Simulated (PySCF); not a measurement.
**GaC (charge +1, triplet): density, localisation and related maps**

```xyz
2

Ga    0.0000    0.0000   -0.3838
C     0.0000    0.0000    2.2042
```

These are results of PySCF, PBE0/6-31G(d,p), non-relativistic, at a bond length of 2.588 Å, not measurements.

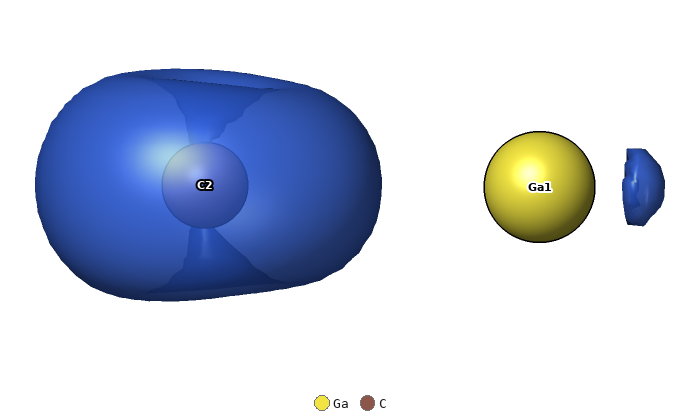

Figure 1. Isosurface of the spin density at +0.05 e/Å³ (blue), seen from one side.

Question: Which atoms carry the spin?

Answer: The unpaired spin (2 electrons) lies mostly on C2 (about 1.7) and Ga1 (about 0.3), in electrons by Hirshfeld's partition.

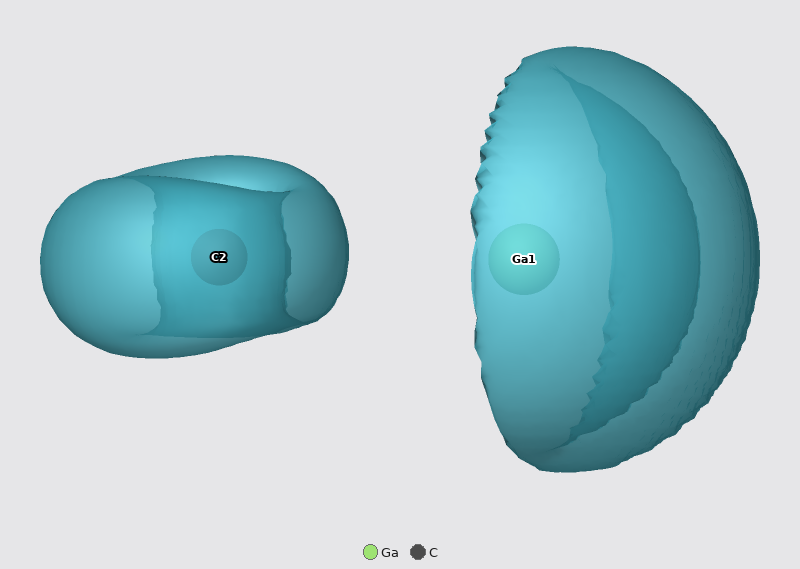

Figure 2. Isosurface of the electron localisation function at 0.85 (cyan), seen from one side. Core shells and regions of very low density are left out.

Question: Identify the bonds, lone pairs and shells in this picture.

Answer: At this value the surface marks out one region wrapped around C (its valence shell) and one region wrapped around Ga (its valence shell).


C–Ga (2.59 Å): the ELF peaks at about 0.95 in the valence shell of C, 0.7 Å from its nucleus, and is about 0.35 at the midpoint.

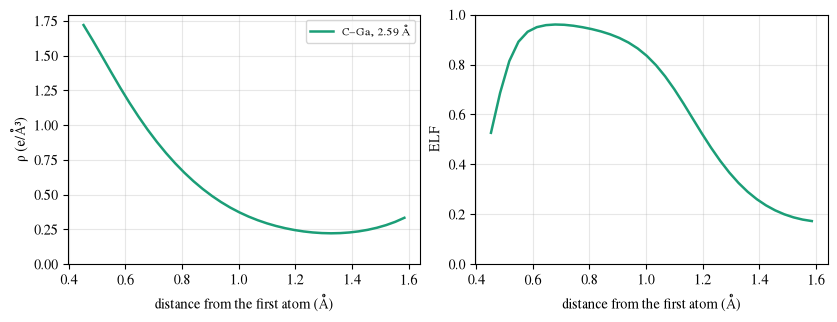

Figure 3. Electron density and electron localisation function along straight lines between neighbouring atoms. The curves leave out the atomic cores.

Question: What can be read from the curves?

Answer: C–Ga (2.59 Å): the density is about 0.22 e/Å³ at the midpoint; the ELF peaks at about 0.95 in the valence shell of C, 0.7 Å from its nucleus, and is about 0.35 at the midpoint.
